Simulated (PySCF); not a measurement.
# CuO(OH)₂: quartet, from a trigonal planar start

Where does quartet CuO(OH)₂ go from a trigonal planar start, is the end point a minimum, and what are its modes, charges and moments?

Computed with PySCF 2.14.0. Level: PBE0, basis Cu def2-TZVP, O def2-TZVP, H def2-TZVP, no relativity, density fitting.

## 1. Where the work starts

6 atoms, charge 0, spin multiplicity 4.

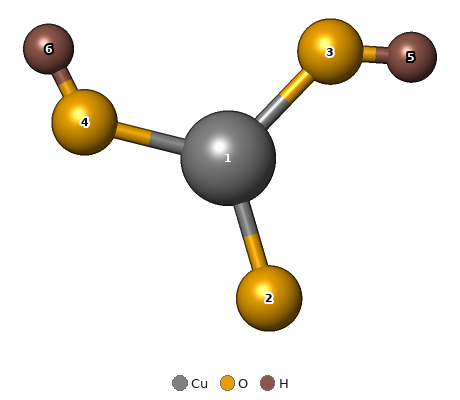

As it starts; copper grey, oxygen amber, hydrogen brown; atoms are numbered from 1 in the order of the file.

Z-matrix (Å, degrees; charge 0 multiplicity 4):
```
Cu
O  1 1.7200
O  1 1.7500 2 120.00
O  1 1.7500 2 120.00 3 180.00
H  3 0.9600 1 130.00 2 0.00
H  4 0.9600 1 130.00 2 180.00
```

## 2. First SCF at the start

One driver script runs all steps and calls PySCF; scf.py shows how it sets up the SCF of each step. The optimiser is the driver's own. After this first run the driver tries any further starts and a stability analysis.

scf.py reads:

```python
from pyscf import gto, scf, dft
mol = gto.M(atom='''
Cu     0.000000     0.000000     0.000000
O      1.720000     0.000000     0.000000
O     -0.875000     1.515500     0.000000
O     -0.875000    -1.515500     0.000000
H     -0.546700     2.417600     0.000000
H     -1.820400    -1.682200     0.000000''',
    basis={'Cu': 'def2-TZVP', 'O': 'def2-TZVP', 'H': 'def2-TZVP'},
    charge=0, spin=3)
mf = dft.UKS(mol, xc='PBE0')
mf.grids.atom_grid = (50, 194)
aux = {'Cu': 'def2-universal-JKFIT', 'O': 'def2-universal-JKFIT', 'H': 'def2-universal-JKFIT'}
mf = mf.density_fit(auxbasis=aux)
mf.conv_tol = 1e-08
mf.diis_space = 10
mf.max_cycle = 60
mf.init_guess = 'minao'
mf.verbose = 4
mf.kernel()
```

Launch:

```console
$ OMP_NUM_THREADS=4 python axn.py task.json out
```

Output:

```text
init E= -1866.52216689034
[... the frontier-level lines of each cycle are left out ...]
cycle= 1 E= -1862.40554502236  delta_E= 4.12  |g|= 4.39  |ddm|=  1.8
cycle= 2 E= -1846.29579252128  delta_E= 16.1  |g|= 8.89  |ddm|=  8.5
cycle= 3 E= -1863.95976039188  delta_E= -17.7  |g|= 3.21  |ddm|= 7.67
cycle= 4 E= -1858.00026527898  delta_E= 5.96  |g|= 3.04  |ddm|= 3.78
cycle= 5 E= -1865.99251285614  delta_E= -7.99  |g|= 1.23  |ddm|= 3.71
cycle= 6 E= -1866.31512520792  delta_E= -0.323  |g|= 1.24  |ddm|=  1.1
cycle= 7 E= -1866.53108240988  delta_E= -0.216  |g|=    1  |ddm|= 0.893
cycle= 8 E= -1866.72334926833  delta_E= -0.192  |g|= 0.519  |ddm|= 0.698
cycle= 9 E= -1866.76992981656  delta_E= -0.0466  |g|= 0.397  |ddm|= 0.195
cycle= 10 E= -1866.79515923243  delta_E= -0.0252  |g|= 0.327  |ddm|= 0.0767
cycle= 11 E= -1866.84928958099  delta_E= -0.0541  |g|= 0.103  |ddm|= 0.228
cycle= 12 E= -1866.85167164409  delta_E= -0.00238  |g|= 0.088  |ddm|= 0.113
cycle= 13 E= -1866.854338494  delta_E= -0.00267  |g|= 0.0407  |ddm|= 0.0447
cycle= 14 E= -1866.85590855228  delta_E= -0.00157  |g|= 0.0127  |ddm|= 0.056
cycle= 15 E= -1866.85672062757  delta_E= -0.000812  |g|= 0.00943  |ddm|= 0.0489
cycle= 16 E= -1866.85775632902  delta_E= -0.00104  |g|= 0.0122  |ddm|= 0.0889
cycle= 17 E= -1866.85806920814  delta_E= -0.000313  |g|= 0.00541  |ddm|= 0.0374
cycle= 18 E= -1866.85822316698  delta_E= -0.000154  |g|= 0.00252  |ddm|= 0.0407
cycle= 19 E= -1866.85824017013  delta_E= -1.7e-05  |g|= 0.00128  |ddm|= 0.00823
cycle= 20 E= -1866.85825205879  delta_E= -1.19e-05  |g|= 0.000838  |ddm|= 0.0136
cycle= 21 E= -1866.85825303846  delta_E= -9.8e-07  |g|= 0.000466  |ddm|= 0.0023
cycle= 22 E= -1866.8582533581  delta_E= -3.2e-07  |g|= 0.000314  |ddm|= 0.00256
cycle= 23 E= -1866.85825350701  delta_E= -1.49e-07  |g|= 9.65e-05  |ddm|= 0.00108
cycle= 24 E= -1866.8582535326  delta_E= -2.56e-08  |g|= 3.87e-05  |ddm|= 0.00062
cycle= 25 E= -1866.858253532  delta_E= 5.97e-10  |g|= 6.24e-05  |ddm|= 0.000226
Extra cycle  E= -1866.85825352107  delta_E= 1.09e-08  |g|= 0.000246  |ddm|= 0.000109
converged SCF energy = -1866.85825352107  <S^2> = 3.7720008  2S+1 = 4.0109853
```

This step, with its further starts and checks, needed 44 s of wall time on 4 threads of Arm Neoverse V1, shared host.

Energies from each starting density:

```
                      start   energy (Eh)
    the minimal-basis guess  -1866.858254
a thermally smeared density  -1866.858254
      a smeared PBE density  -1866.858254
```

The test of internal stability and the other starts found no lower solution of this spin.

## 3. Relaxing the quartet from the trigonal planar start

The program finds Cs symmetry in the start, which this walk keeps.

scf.py: that of step 2 with these lines changed.

```diff
@@ -3,6 +3,6 @@
-Cu     0.000000     0.000000     0.000000
-O      1.720000     0.000000     0.000000
-O     -0.875000     1.515500     0.000000
-O     -0.875000    -1.515500     0.000000
-H     -0.546700     2.417600     0.000000
-H     -1.820400    -1.682200     0.000000''',
+Cu     0.025374    -0.006563     0.000000
+O      1.745374    -0.006563     0.000000
+O     -0.849626     1.508937     0.000000
+O     -0.849626    -1.522063     0.000000
+H     -0.521326     2.411037     0.000000
+H     -1.795026    -1.688763     0.000000''',
@@ -18 +17,0 @@
-mf.init_guess = 'minao'
```

Energy and gradient, step by step:

```
step   energy (Eh)  change (kJ/mol)  largest symmetric gradient (Eh/bohr)
   0  -1866.858254             0.00                               0.02210
   1  -1866.860211            -5.14                               0.01448
   2  -1866.862391           -10.86                               0.01511
   3  -1866.862881           -12.15                               0.00359
   4  -1866.863163           -12.89                               0.00353
   5  -1866.863217           -13.03                               0.00204
   6  -1866.863233           -13.07                               0.00113
   7  -1866.863251           -13.12                               0.00157
   8  -1866.863271           -13.17                               0.00160
   9  -1866.863285           -13.21                               0.00116
  10  -1866.863292           -13.23                               0.00049
  11  -1866.863294           -13.23                               0.00042
  12  -1866.863296           -13.24                               0.00051
  13  -1866.863297           -13.24                               0.00027
```

The walk took 71 s.

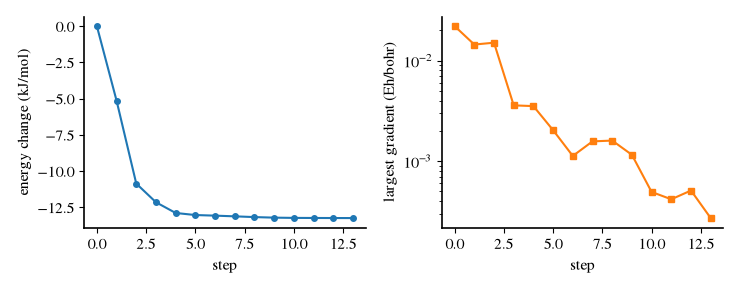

How energy and gradient fall.

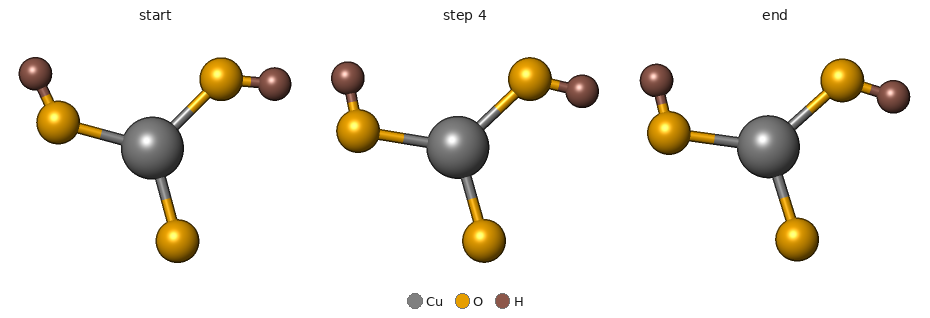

Start and end of the relaxation, with a step between.

After 13 steps and 13.2 kJ/mol it ends at Cs: Cu–O 1.735 Å, Cu–O 1.785 Å, Cu–O 1.799 Å, O–H 0.961 Å, O–H 0.964 Å; Cu–O–H 110.9°, Cu–O–H 120.6°, O–Cu–O 114.8° (×2), O–Cu–O 130.5°.

## 4. Frequencies

The point is checked on the finer grid, and tightened if its gradient asks for it. The Hessian and the dipole derivatives come from central differences of analytic gradients, with steps of 0.02 bohr.

scf.py: that of step 3 with these lines changed.

```diff
@@ -3,6 +3,6 @@
-Cu     0.025374    -0.006563     0.000000
-O      1.745374    -0.006563     0.000000
-O     -0.849626     1.508937     0.000000
-O     -0.849626    -1.522063     0.000000
-H     -0.521326     2.411037     0.000000
-H     -1.795026    -1.688763     0.000000''',
+Cu    -0.015896    -0.007171     0.000000
+O      1.718390     0.059554     0.000000
+O     -0.822449     1.585479     0.000000
+O     -0.709204    -1.666398     0.000000
+H     -0.305280     2.395360     0.000000
+H     -1.673007    -1.635780     0.000000''',
@@ -12 +12 @@
-mf.grids.atom_grid = (50, 194)
+mf.grids.atom_grid = (75, 302)
@@ -15 +15 @@
-mf.conv_tol = 1e-08
+mf.conv_tol = 1e-10
```

The driver hands on the density of the step before, so the log starts near convergence.

Log of the central SCF (cycles and frontier levels):

```text
init E= -1866.86320417198
[... the frontier-level lines of each cycle are left out ...]
cycle= 1 E= -1866.86320417107  delta_E= 9.11e-10  |g|= 6.48e-05  |ddm|= 2.92e-05
cycle= 2 E= -1866.86320415229  delta_E= 1.88e-08  |g|= 0.000299  |ddm|= 0.000125
cycle= 3 E= -1866.86320417202  delta_E= -1.97e-08  |g|= 7.9e-06  |ddm|= 0.0001
cycle= 4 E= -1866.86320417205  delta_E= -2.77e-11  |g|= 1.89e-06  |ddm|= 5.73e-06
Extra cycle  E= -1866.86320417205  delta_E=    0  |g|= 4.44e-06  |ddm|= 3.97e-06
converged SCF energy = -1866.86320417205  <S^2> = 3.7725985  2S+1 = 4.0112833
```

The whole step took 4.8 min.

Geometry: Cs; Cu–O 1.736 Å, Cu–O 1.785 Å, Cu–O 1.798 Å, O–H 0.961 Å, O–H 0.964 Å; Cu–O–H 110.9°, Cu–O–H 120.6°, O–Cu–O 114.8° (×2), O–Cu–O 130.5°.

Harmonic modes (main isotopes):

```
symmetry  ω (cm⁻¹)  IR (km/mol)  μ (u)
     a''      484i          243   1.09
     a''      310i          3.1   1.12
      a'       106          6.6   6.19
     a''       126         16.1  13.08
      a'       146          0.2  10.92
      a'       551          2.9  10.20
      a'       588         32.6   8.25
      a'       608         40.3  16.10
      a'       664          106   1.19
      a'       752          127   1.12
      a'      3837          157   1.07
      a'      3888          161   1.07
```

μ is the mass of the mode for normalised Cartesian displacements, not the reduced mass of the usual diatomic formula.

2 modes are imaginary, the largest at 484i cm⁻¹: a saddle point, not a minimum.

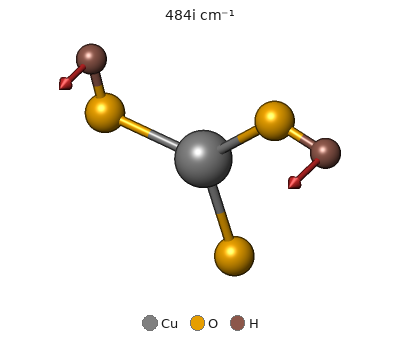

The imaginary mode, as arrows.

Constants and moments:

```
Dipole moment                                                   : 1.79 D
Highest occupied level                                          : -8.31 eV
Lowest empty level                                              : -5.34 eV
Rotational constants                                            : 0.2447, 0.1807, 0.1039 cm⁻¹
Zero-point energy (real modes)                                  : 67.4 kJ/mol
Principal polarisabilities                                      : 21.9, 62.0, 77.7 bohr³
Atomisation energy without zero-point energy                    : 1473 kJ/mol
Principal traceless quadrupole moments about the centre of mass : -5.74, 0.66, 5.08 D Å
Spin squared ⟨S²⟩                                               : 3.773
```

Populations by atom (charges in e):

```tsv
atom	Mulliken	Löwdin	polar tensor	spin (Mulliken)	Mayer order to Cu1
Cu1	0.70	0.27	0.49	0.72	–
O2	-0.18	-0.03	-0.21	1.55	1.07
O3	-0.58	-0.27	-0.41	0.41	0.89
O4	-0.60	-0.30	-0.50	0.33	0.85
H5	0.34	0.17	0.32	0.00	0.02
H6	0.32	0.16	0.31	0.00	0.02
```

Mulliken populations on Cu1: s 6.52, p 12.44, d 9.33, f 0.00.

## 5. Downhill along the imaginary mode

The atoms are moved a little along the softest imaginary mode and relaxed again.

The program finds C1 symmetry in the start. The walk stops when the largest gradient is under 0.0003 Eh/bohr and the energy has settled too.

scf.py: that of step 4 with these lines changed.

```diff
@@ -3,6 +3,6 @@
-Cu    -0.015896    -0.007171     0.000000
-O      1.718390     0.059554     0.000000
-O     -0.822449     1.585479     0.000000
-O     -0.709204    -1.666398     0.000000
-H     -0.305280     2.395360     0.000000
-H     -1.673007    -1.635780     0.000000''',
+Cu    -0.015832    -0.006928     0.000448
+O      1.718454     0.059798     0.000333
+O     -0.822385     1.585722    -0.010582
+O     -0.709139    -1.666154    -0.005594
+H     -0.305216     2.395603     0.120000
+H     -1.672943    -1.635537     0.103460''',
@@ -12 +12 @@
-mf.grids.atom_grid = (75, 302)
+mf.grids.atom_grid = (50, 194)
@@ -15 +15 @@
-mf.conv_tol = 1e-10
+mf.conv_tol = 1e-08
```

Steps of the walk (not every step is listed):

```
step   energy (Eh)  change (kJ/mol)  largest gradient (Eh/bohr)
   0  -1866.863610             0.00                     0.00751
   1  -1866.864459            -2.23                     0.01047
   2  -1866.864976            -3.59                     0.02053
   3  -1866.865091            -3.89                     0.01279
   4  -1866.865783            -5.71                     0.01275
   5  -1866.866353            -7.20                     0.01126
   6  -1866.867125            -9.23                     0.00993
   7  -1866.868094           -11.77                     0.00738
   8  -1866.869255           -14.82                     0.01309
   9  -1866.870255           -17.45                     0.01392
  10  -1866.870847           -19.00                     0.00989
  12  -1866.872397           -23.07                     0.00775
  14  -1866.872723           -23.93                     0.00490
  16  -1866.872977           -24.59                     0.00411
  18  -1866.873236           -25.27                     0.00292
  20  -1866.873410           -25.73                     0.00531
  22  -1866.873496           -25.96                     0.00153
  24  -1866.873557           -26.12                     0.00136
  26  -1866.873601           -26.23                     0.00087
  28  -1866.873616           -26.27                     0.00062
  30  -1866.873629           -26.31                     0.00477
  32  -1866.873654           -26.37                     0.00033
  33  -1866.873652           -26.37                     0.00310
  34  -1866.873661           -26.39                     0.00029
  35  -1866.873663           -26.39                     0.00032
  36  -1866.873666           -26.40                     0.00074
  37  -1866.873667           -26.41                     0.00024
```

The walk took 4.2 min.

Positions (Å) and forces (eV/Å) along the way:

```
step 0
Cu  -0.016  -0.007   0.000   0.000   0.019   0.021
O    1.718   0.060   0.000   0.016  -0.001   0.005
O   -0.822   1.586  -0.011   0.238   0.361  -0.077
O   -0.709  -1.666  -0.006  -0.330   0.027  -0.035
H   -0.305   2.396   0.120  -0.238  -0.386   0.037
H   -1.673  -1.636   0.103   0.313  -0.020   0.048
step 1
Cu  -0.015  -0.006   0.011  -0.011   0.036  -0.054
O    1.720   0.056   0.003   0.042  -0.002   0.039
O   -0.814   1.590  -0.077   0.330   0.432  -0.035
O   -0.715  -1.662  -0.042  -0.415   0.125  -0.014
H   -0.316   2.390   0.167  -0.324  -0.538  -0.004
H   -1.668  -1.635   0.146   0.379  -0.053   0.067
step 19
Cu   0.058   0.038  -0.184  -0.012   0.026  -0.044
O    1.775  -0.112   0.132   0.027   0.017   0.035
O   -0.652   1.649  -0.380  -0.004  -0.022  -0.059
O   -0.923  -1.435  -0.286  -0.071   0.025   0.049
H   -0.636   2.198   0.410   0.023   0.007   0.050
H   -1.429  -1.605   0.517   0.038  -0.053  -0.031
step 37
Cu   0.024   0.069  -0.206  -0.005   0.006   0.001
O    1.718  -0.195   0.175   0.004   0.001   0.003
O   -0.550   1.731  -0.421  -0.003  -0.009  -0.007
O   -1.045  -1.340  -0.296  -0.009  -0.011   0.009
H   -0.706   2.210   0.400   0.006   0.007   0.007
H   -1.249  -1.742   0.556   0.007   0.006  -0.012
```

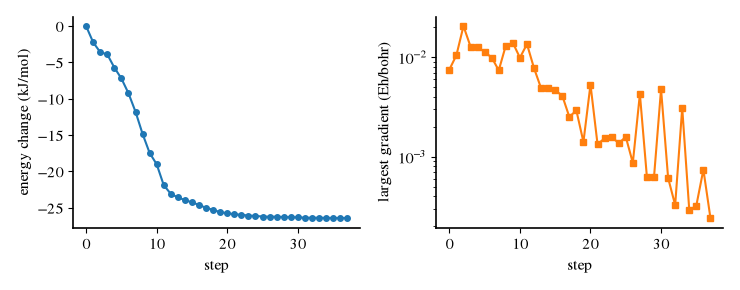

How energy and gradient fall.

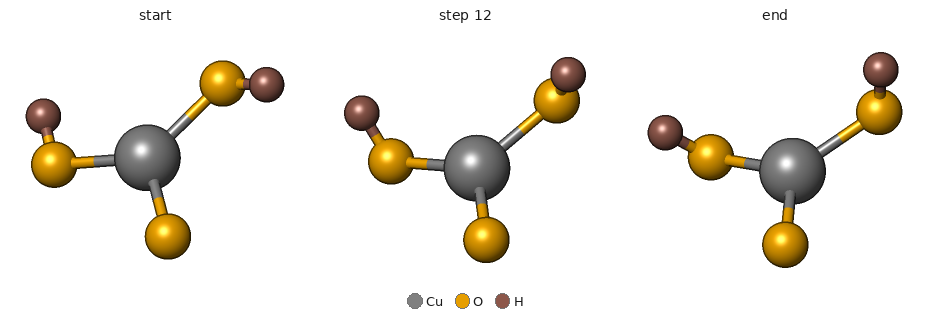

The geometry along the walk, at one scale.

End point (C1, 37 steps, 26.4 kJ/mol gained): Cu–O 1.756 Å, Cu–O 1.771 Å (×2), O–H 0.963 Å (×2); Cu–O–H 114.5° (×2), O–Cu–O 118.2°, O–Cu–O 118.7°, O–Cu–O 123.0°.

## 6. Is it a minimum? Harmonic modes

As before: finer grid, then central differences.

scf.py: that of step 5 with these lines changed.

```diff
@@ -3,6 +3,6 @@
-Cu    -0.015832    -0.006928     0.000448
-O      1.718454     0.059798     0.000333
-O     -0.822385     1.585722    -0.010582
-O     -0.709139    -1.666154    -0.005594
-H     -0.305216     2.395603     0.120000
-H     -1.672943    -1.635537     0.103460''',
+Cu     0.009721    -0.002383    -0.024185
+O      1.706209    -0.241531     0.363321
+O     -0.580298     1.654371    -0.234702
+O     -1.041356    -1.425041    -0.116655
+H     -0.677907     2.152063     0.584200
+H     -1.271065    -1.809646     0.736070''',
@@ -12 +12 @@
-mf.grids.atom_grid = (50, 194)
+mf.grids.atom_grid = (75, 302)
@@ -15 +15 @@
-mf.conv_tol = 1e-08
+mf.conv_tol = 1e-10
```

SCF at the final geometry:

```text
init E= -1866.87361733838
[... the frontier-level lines of each cycle are left out ...]
cycle= 1 E= -1866.87361733787  delta_E= 5.11e-10  |g|= 4.21e-05  |ddm|= 2.79e-05
cycle= 2 E= -1866.87361733226  delta_E= 5.61e-09  |g|= 0.000147  |ddm|= 8.6e-05
cycle= 3 E= -1866.87361733833  delta_E= -6.06e-09  |g|= 2.4e-05  |ddm|= 6.23e-05
cycle= 4 E= -1866.87361733848  delta_E= -1.52e-10  |g|= 1.11e-06  |ddm|= 9.78e-06
cycle= 5 E= -1866.87361733849  delta_E= -7.73e-12  |g|= 1.12e-06  |ddm|= 8.58e-06
Extra cycle  E= -1866.87361733848  delta_E= 9.09e-13  |g|= 2.92e-06  |ddm|= 2.76e-06
converged SCF energy = -1866.87361733848  <S^2> = 3.7718182  2S+1 = 4.0108943
```

The whole step needed 5.4 min of wall time on 4 threads of Arm Neoverse V1, shared host.

Geometry: Cs; Cu–O 1.757 Å, Cu–O 1.771 Å (×2), O–H 0.963 Å (×2); Cu–O–H 114.6° (×2), O–Cu–O 118.4° (×2), O–Cu–O 123.2°.

Modes, for the most abundant isotopes:

| symmetry | ω (cm⁻¹) | IR (km/mol) | μ (u) |
| --- | --- | --- | --- |
| a'' | 95 | 24.3 | 1.22 |
| a' | 151 | 11.7 | 4.21 |
| a' | 177 | 9.9 | 8.89 |
| a'' | 188 | 22.9 | 5.88 |
| a' | 317 | 169 | 1.27 |
| a' | 578 | 8.1 | 13.65 |
| a' | 599 | 40.2 | 12.56 |
| a'' | 639 | 109 | 17.49 |
| a'' | 748 | 121 | 1.08 |
| a' | 761 | 85.9 | 1.12 |
| a'' | 3852 | 205 | 1.07 |
| a' | 3856 | 86.9 | 1.07 |

μ is the mass of the mode for normalised Cartesian displacements, not the reduced mass of the usual diatomic formula.

No imaginary mode, so this is a minimum.

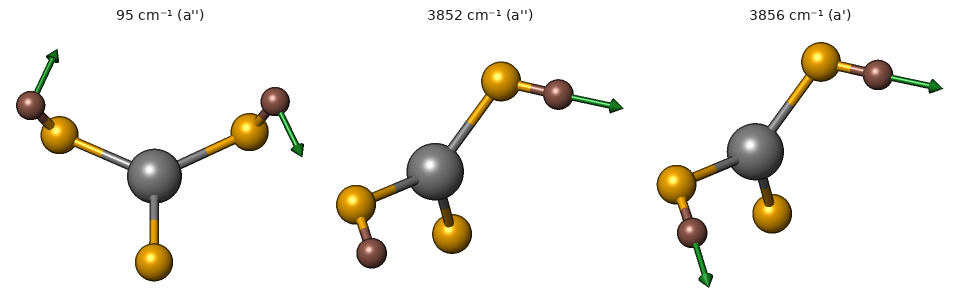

How the atoms move in 3 of the modes.

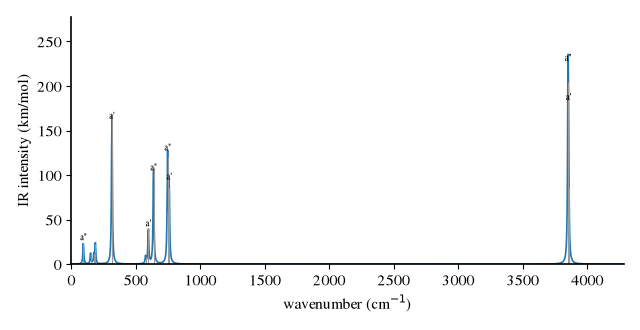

The harmonic infrared spectrum (widths in cm⁻¹). Lines are broadened to a width of 8 cm⁻¹ (Lorentzian).

Constants and moments:

```
Dipole moment                                                   : 2.49 D
Highest occupied level                                          : -8.13 eV
Lowest empty level                                              : -5.01 eV
Rotational constants                                            : 0.2249, 0.1933, 0.1059 cm⁻¹
Zero-point energy                                               : 71.5 kJ/mol
Principal polarisabilities                                      : 24.0, 61.5, 65.7 bohr³
Atomisation energy without zero-point energy                    : 1500 kJ/mol
Principal traceless quadrupole moments about the centre of mass : -8.43, 0.63, 7.80 D Å
Entropy at 298.15 K and 1 bar (electronic part: spin only)      : 343.9 J/(mol K)
Heat capacity Cp at 298.15 K                                    : 90.8 J/(mol K)
Enthalpy at 298.15 K above 0 K                                  : 19.42 kJ/mol
Rotational symmetry number                                      : 1
Spin squared ⟨S²⟩                                               : 3.772
```

Charges (e) and bond orders:

```
atom  Mulliken  Löwdin  polar tensor  spin (Mulliken)  Mayer order to Cu1
 Cu1      0.73    0.28          1.01             0.70                   –
  O2     -0.23   -0.08         -0.32             1.47                0.99
O3,4     -0.58   -0.26         -0.64             0.42                0.90
H5,6      0.33    0.16          0.30            -0.01                0.02
```

Outer orbital energies (eV). α occupied: -12.08, -11.66, -11.27, -10.79, -10.39, -9.89, -9.04, -8.94; empty: -0.41, 1.38, 2.21, 3.08. β occupied: -11.96, -11.88, -11.39, -10.94, -9.81, -9.24, -9.13, -8.13; empty: -5.01, -4.74, -4.45, -0.23.

Mulliken populations on Cu1: s 6.50, p 12.44, d 9.33, f 0.00.

## 7. All stationary points

| spin | group | bonds | imaginary modes (cm⁻¹) | ΔE (kJ/mol) | with zero-point energy |
| --- | --- | --- | --- | --- | --- |
| quartet | Cs | Cu–O 1.757 Å, Cu–O 1.771 Å (×2), O–H 0.963 Å (×2) | none | 0.0 | 0.0 |
| quartet | Cs | Cu–O 1.736 Å, Cu–O 1.785 Å, Cu–O 1.798 Å, O–H 0.961 Å, O–H 0.964 Å | 484i, 310i | 27.3 | – |

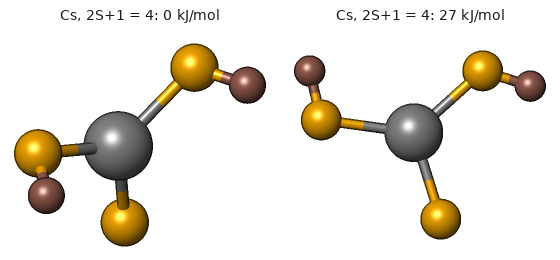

The points, lowest first (copper grey, oxygen amber, hydrogen brown).

## 8. What came out

| quantity | value |
| --- | --- |
| minimum | quartet, Cs |
| geometry | Cu–O 1.757 Å, Cu–O 1.771 Å (×2), O–H 0.963 Å (×2); Cu–O–H 114.6° (×2), O–Cu–O 118.4° (×2), O–Cu–O 123.2° |
| wavenumbers (cm⁻¹) | 95 (a''), 151 (a'), 177 (a'), 188 (a''), 317 (a'), 578 (a'), 599 (a'), 639 (a''), 748 (a''), 761 (a'), 3852 (a''), 3856 (a') |
| dipole moment | 2.49 D |
| highest occupied, lowest empty level (either spin) | -8.13, -5.01 eV |
| polar-tensor charge of Cu1 | +1.01 e |
| zero-point energy | 71.5 kJ/mol |
| entropy at 298.15 K | 343.9 J/(mol K) |
| atomisation energy (no zero-point energy) | 1500 kJ/mol |
| ⟨S²⟩ | 3.772 |

The trigonal planar start (Cs) ends in a minimum of Cs symmetry, after a stop at a second-order saddle point 27.3 kJ/mol higher, from which it was pushed off along an imaginary mode. In the infrared the band at 3852 cm⁻¹ (a'') leads. Only this shape and spin were tried, so other structures or states may lie lower. Open d and f shells are described by one determinant, and the ground state may have another occupation or spin.

The search up to here took 16 min.
